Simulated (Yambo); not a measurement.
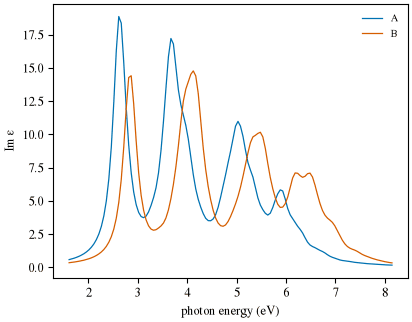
*Two computed absorption spectra of WO3 (ReO3 type, space group Pm-3m, No. 221) (Yambo, LDA bands with the same scissor, field along x)*

Task: Which curve includes the electron-hole attraction (BSE)?

Result: Curve A: the attraction moves weight to lower energy (centre of the plotted range 4.1 eV against 4.7 eV). Settings: 8×8×8 mesh, 9 valence and 3 conduction bands, static screening with 36 bands and a 4 Ry block, scissor 1.11 eV, Tamm-Dancoff. The scissor comes from a G0W0 run whose convergence isn't established. Broadening 0.15 eV. The band window holds all transitions up to 8.2 eV. On this mesh the peak heights and the fine structure are mesh artefacts; only the shift of weight is robust.

Spin-orbit coupling is not included.

Geometry relaxed with LDA; primitive cell a = 3.769 Å, b = 3.769 Å, c = 3.769 Å, α = 90.00°, β = 90.00°, γ = 90.00°.

The structure is a Materials Project entry; no match was found in the copy of COD used, and its stability was not checked.
